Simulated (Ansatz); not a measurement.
## Run report: CH8GeSi, geometry relaxation (part 1 of 2)

CH8GeSi, computed with RKS B3LYP-D4/def2-SVP (Ansatz 0.2.0).

The input holds or restrains some coordinates. Forces given for the steps count only the free coordinates. It belongs to a series of runs on one base structure; here: pulled along the bonds that form and break, towards end A.

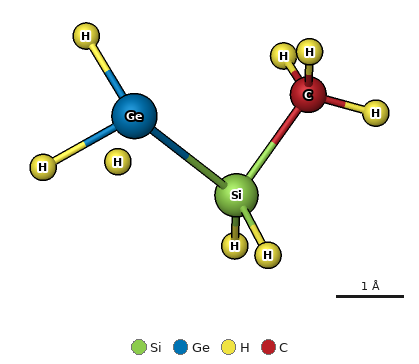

Figure 1. The structure as given in the input (ball-and-stick view, seen at a tilt). Sticks mark near contacts. Bond lengths as drawn: C–H 1.09 Å, C–Si 1.89 Å, Ge–H 1.59 Å, Ge–Si 2.70 Å and H–Si 1.47 Å.

## Input
```yaml
crystal:
  periodic: [false, false, false]
  atoms:
    - { symbol: Si, position_ang: [-0.3687, 0.4832, 0.7905] }
    - { symbol: Ge, position_ang: [1.3714, 0.7924, -1.2556] }
    - { symbol: H, position_ang: [-0.5618, 1.1642, -0.9381] }
    - { symbol: H, position_ang: [1.1859, 2.2451, -1.8715] }
    - { symbol: H, position_ang: [0.6817, 0.1569, -2.54] }
    - { symbol: H, position_ang: [-1.6908, 0.8817, 1.302] }
    - { symbol: H, position_ang: [0.6322, 1.0868, 1.6741] }
    - { symbol: C, position_ang: [-0.3142, -1.4082, 0.722] }
    - { symbol: H, position_ang: [0.6149, -1.7763, 0.2963] }
    - { symbol: H, position_ang: [-0.4231, -1.8411, 1.7117] }
    - { symbol: H, position_ang: [-1.1275, -1.7847, 0.1085] }
basis:
  gaussian: { orbitals: def2-SVP }
hamiltonian:
  xc: b3lyp
  dispersion: d4
relax:
  f_tol: 0.15
  max_steps: 25
  restrain:
    - { distance: [0, 2], at: 2.72, k: 30.0 }
    - { distance: [0, 1], at: 2.31, k: 30.0 }
    - { distance: [1, 2], at: 1.51, k: 30.0 }
output:
  orbitals: {}
```

Launched with:
```bash
ansatz run input.yaml --threads 2 --pin off --max-ram 3072MiB --backend cpu --events-out ev --progress --plain --runs-dir out
```

## Output
```
The last accepted step is kept in [file] (removed where the run ends without a failure and the disk answers)
Engine: ansatz 0.2.0, aarch64-unknown-linux-gnu
Functional definition: B3LYP
  parameter a0 = 0.2
  parameter ax = 0.72
  parameter ac = 0.81
  exchange = (1 - a0 - ax)*slater_x + ax*b88_x + a0*exact_x
  correlation = (1 - ac)*vwn_rpa_c + ac*lyp_c
1117 factors; integrals over basis functions are off by at most 4.1e-4 eV
mean field evaluation 1: about -65548.1629 eV, gradient 4.5e1 eV
mean field evaluation 2: about -65545.6160 eV, gradient 5.2e1 eV
mean field evaluation 4: about -65553.0860 eV, gradient 1.1e0 eV
mean field evaluation 8: about -65553.0944 eV, gradient 1.7e-2 eV
mean field -65553.09444614 eV, -2409.0317874122 hartree, gradient 6.3e-5 eV, S^2 0.000000; 0 other end points of the search recorded, 0 dependent functions left out
the calculation of the forces begins
reference -65553.09472004 eV, -2409.0317974778 hartree; 30, 30 occupied and 74, 74 virtual orbitals, 1117 factors
relax step   1: F+E_penalty+E_count = -65553.45646871 eV  Δ(F+E_penalty+E_count) = +0.000e0 eV  max|allowed force component| = 1.450e0 eV/Å  E_restraint = 16.73072590 eV  max|allowed force component, restraints' pulls added| = 2.452e1 eV/Å  Δτ_max = 0.0000 Å  (23 SCF iters, accepted)
  distance Si 0 - H 2 = 1.8679 Å
  distance Si 0 - Ge 1 = 2.7037 Å
  distance Ge 1 - H 2 = 1.9941 Å
these checks for a lower state are left out or cut short: starts, cluster_reference, orbital_swaps, neighbouring_geometries, increment
1117 factors; integrals over basis functions are off by at most 5.5e-4 eV
mean field evaluation 16: about -65552.4048 eV, gradient 1.0e1 eV
mean field -65552.77507494 eV, -2409.0200507373 hartree, gradient 1.3e-5 eV, S^2 0.000000; 0 other end points of the search recorded, 0 dependent functions left out
[... from here on the field's lines of each further geometry are left out, up to the last ...]
relax step   2: F+E_penalty+E_count = -65553.12662860 eV  Δ(F+E_penalty+E_count) = +3.298e-1 eV  max|allowed force component| = 1.958e0 eV/Å  E_restraint = 7.20716921 eV  max|allowed force component, restraints' pulls added| = 1.539e1 eV/Å  Δτ_max = 0.1949 Å  (27 SCF iters, accepted)
relax step   3: F+E_penalty+E_count = -65552.97142774 eV  Δ(F+E_penalty+E_count) = +1.552e-1 eV  max|allowed force component| = 1.910e0 eV/Å  E_restraint = 2.17754158 eV  max|allowed force component, restraints' pulls added| = 7.881e0 eV/Å  Δτ_max = 0.1948 Å  (27 SCF iters, accepted)
relax step   4: F+E_penalty+E_count = -65553.36332351 eV  Δ(F+E_penalty+E_count) = -3.919e-1 eV  max|allowed force component| = 1.914e0 eV/Å  E_restraint = 0.33703294 eV  max|allowed force component, restraints' pulls added| = 3.425e0 eV/Å  Δτ_max = 0.1946 Å  (26 SCF iters, accepted)
relax step   5: F+E_penalty+E_count = -65554.15218763 eV  Δ(F+E_penalty+E_count) = -7.889e-1 eV  max|allowed force component| = 2.097e0 eV/Å  E_restraint = 0.02729033 eV  max|allowed force component, restraints' pulls added| = 1.448e0 eV/Å  Δτ_max = 0.1947 Å  (26 SCF iters, accepted)
relax step   6: F+E_penalty+E_count = -65554.74577680 eV  Δ(F+E_penalty+E_count) = -5.936e-1 eV  max|allowed force component| = 1.313e0 eV/Å  E_restraint = 0.01376359 eV  max|allowed force component, restraints' pulls added| = 8.584e-1 eV/Å  Δτ_max = 0.1998 Å  (26 SCF iters, accepted)
relax step   7: F+E_penalty+E_count = -65555.00429634 eV  Δ(F+E_penalty+E_count) = -2.585e-1 eV  max|allowed force component| = 9.893e-1 eV/Å  E_restraint = 0.04799149 eV  max|allowed force component, restraints' pulls added| = 9.201e-1 eV/Å  Δτ_max = 0.1948 Å  (25 SCF iters, accepted)
relax step   8: F+E_penalty+E_count = -65555.03965606 eV  Δ(F+E_penalty+E_count) = -3.536e-2 eV  max|allowed force component| = 9.653e-1 eV/Å  E_restraint = 0.02006267 eV  max|allowed force component, restraints' pulls added| = 2.748e-1 eV/Å  Δτ_max = 0.2000 Å  (25 SCF iters, accepted)
relax step   9: F+E_penalty+E_count = -65555.06324501 eV  Δ(F+E_penalty+E_count) = -2.359e-2 eV  max|allowed force component| = 1.194e0 eV/Å  E_restraint = 0.01614930 eV  max|allowed force component, restraints' pulls added| = 1.220e-1 eV/Å  Δτ_max = 0.2000 Å  (25 SCF iters, accepted)
relax step  10: F+E_penalty+E_count = -65555.09942613 eV  Δ(F+E_penalty+E_count) = -3.618e-2 eV  max|allowed force component| = 1.174e0 eV/Å  E_restraint = 0.04381618 eV  max|allowed force component, restraints' pulls added| = 1.171e0 eV/Å  Δτ_max = 0.1958 Å  (25 SCF iters, accepted)
relax step  11: F+E_penalty+E_count = -65555.11011576 eV  Δ(F+E_penalty+E_count) = -1.069e-2 eV  max|allowed force component| = 8.429e-1 eV/Å  E_restraint = 0.01644972 eV  max|allowed force component, restraints' pulls added| = 3.525e-1 eV/Å  Δτ_max = 0.2000 Å  (25 SCF iters, accepted)
relax step  12: F+E_penalty+E_count = -65555.11840415 eV  Δ(F+E_penalty+E_count) = -8.288e-3 eV  max|allowed force component| = 9.817e-1 eV/Å  E_restraint = 0.01242314 eV  max|allowed force component, restraints' pulls added| = 3.033e-2 eV/Å  Δτ_max = 0.1387 Å  (22 SCF iters, accepted)
relax step  13: F+E_penalty+E_count = -65555.12581605 eV  Δ(F+E_penalty+E_count) = -7.412e-3 eV  max|allowed force component| = 1.018e0 eV/Å  E_restraint = 0.02930567 eV  max|allowed force component, restraints' pulls added| = 8.627e-1 eV/Å  Δτ_max = 0.1951 Å  (22 SCF iters, rejected (line search))
the calculation of the forces begins
reference -65554.77992148 eV, -2409.0937274886 hartree; 30, 30 occupied and 74, 74 virtual orbitals, 1117 factors
relax step  14: F+E_penalty+E_count = -65555.11929750 eV  Δ(F+E_penalty+E_count) = -8.933e-4 eV  max|allowed force component| = 9.905e-1 eV/Å  E_restraint = 0.00985319 eV  max|allowed force component, restraints' pulls added| = 1.279e-1 eV/Å  Δτ_max = 0.0957 Å  (22 SCF iters, accepted)
  distance Si 0 - H 2 = 2.7425 Å
  distance Si 0 - Ge 1 = 2.3186 Å
  distance Ge 1 - H 2 = 1.5188 Å
```

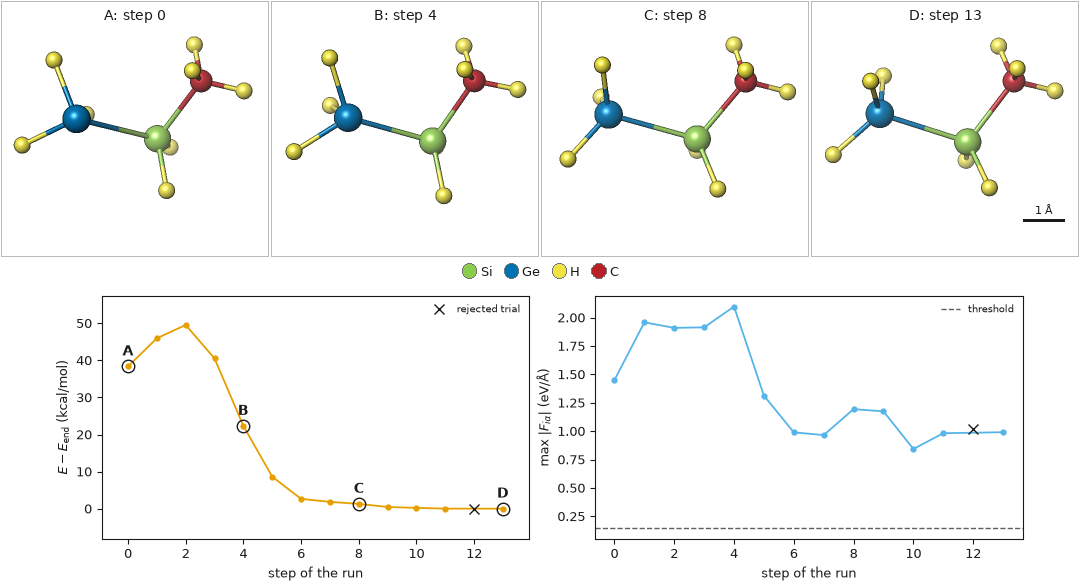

Figure 2. Frames of the restrained relaxation (ball-and-stick view, seen at a tilt) above the curves, on which the letters mark them (the first geometry is step 0 here and step 1 in the log).

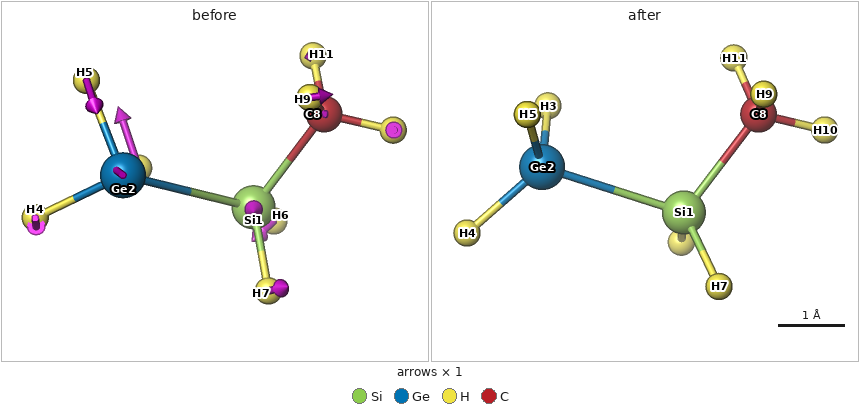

Figure 3. Before (left) and after (right) the restrained relaxation, at one scale (ball-and-stick view, seen at a tilt). The pink arrows give the displacements, at true length. Over 13 geometry steps the energy falls by 38.3 kcal/mol. The largest force component goes from 1.4 to 0.99 eV/Å. The line search rejected the trial step at point 12 (counted from 0) and went back. The atom that moves furthest after the best rigid fit is H3 (1.01 Å). Largest moves by element: H 1.01 Å, Ge 0.93 Å, Si 0.41 Å, C 0.09 Å. Distances before and after: Ge2–H3 1.994 → 1.519 Å, Si1–Ge2 2.704 → 2.319 Å, Ge2–H4 1.589 → 1.542 Å, Si1–H6 1.473 → 1.497 Å. New bonds form: Ge2–H3 (1.99 → 1.52 Å). Among the angles that change: Ge2–Si1–H6 144.1° → 104.6°, Ge2–Si1–H7 88.3° → 117.0°, H4–Ge2–H5 90.1° → 110.1°. (Atoms are counted from 1 in the order of the input.)

```
1117 factors; integrals over basis functions are off by at most 7.0e-4 eV
mean field -65554.77964882 eV, -2409.0937174687 hartree, gradient 3.2e-5 eV, S^2 0.000000; 1 other end points of the search recorded, 0 dependent functions left out
the calculation of the forces begins
reference -65554.77992148 eV, -2409.0937274886 hartree; 30, 30 occupied and 74, 74 virtual orbitals, 1117 factors
Total energy: -65555.11957015 eV, -2409.1062093470 hartree
Atom 0 at     0.070998     0.399765     0.810245 Å, force     0.235124    -0.174080     0.990543 eV/Å
Atom 1 at     0.498218     1.082465    -1.364024 Å, force     0.340323     0.189781    -0.291800 eV/Å
Atom 2 at    -0.945328     0.762334    -1.711025 Å, force    -0.511023     0.007999    -0.754186 eV/Å
Atom 3 at     0.780509     2.576522    -1.619258 Å, force    -0.004171    -0.053328     0.023824 eV/Å
Atom 4 at     1.459739     0.210966    -2.200864 Å, force    -0.053586     0.033214     0.041834 eV/Å
Atom 5 at    -1.098668     1.227619     1.243211 Å, force     0.017523    -0.010883    -0.002065 eV/Å
Atom 6 at     1.164607     0.601629     1.812111 Å, force    -0.019248    -0.007501    -0.005691 eV/Å
Atom 7 at    -0.409804    -1.431065     0.763124 Å, force     0.001218    -0.000816    -0.033015 eV/Å
Atom 8 at     0.461152    -2.053414     0.499678 Å, force    -0.020215     0.008577     0.015433 eV/Å
Atom 9 at    -0.780825    -1.757468     1.747762 Å, force     0.006810    -0.009051    -0.001330 eV/Å
Atom 10 at    -1.200598    -1.619352     0.018941 Å, force     0.007245     0.016088     0.016453 eV/Å
Dipole moment:     0.018366    -0.134737     0.019583 e Å
```

## Trajectory as extended XYZ (Å, eV, eV/Å), 10 of the 14 frames kept, from step=1 to step=14
```
11
Properties=species:S:1:pos:R:3:forces:R:3 step=1 energy=-65553.45647
Si   -0.3687    0.4832    0.7905    0.0876  -0.4133  -1.3692
Ge    1.3714    0.7924   -1.2556   -0.4956   0.3491  -0.4804
H    -0.5618    1.1642   -0.9381    0.5671  -0.5599   1.4500
H     1.1859    2.2451   -1.8715    0.1278   0.1210   0.2003
H     0.6817    0.1569   -2.5400   -0.0146  -0.2416   0.0927
H    -1.6908    0.8817    1.3020   -0.4147   0.2699  -0.1215
H     0.6322    1.0868    1.6741    0.2087   0.2678   0.2004
C    -0.3142   -1.4082    0.7220    0.0532   0.5302  -0.0981
H     0.6149   -1.7763    0.2963    0.4208  -0.0879  -0.1511
H    -0.4231   -1.8411    1.7117   -0.1031  -0.1112   0.5905
H    -1.1275   -1.7847    0.1085   -0.4374  -0.1241  -0.3139
```
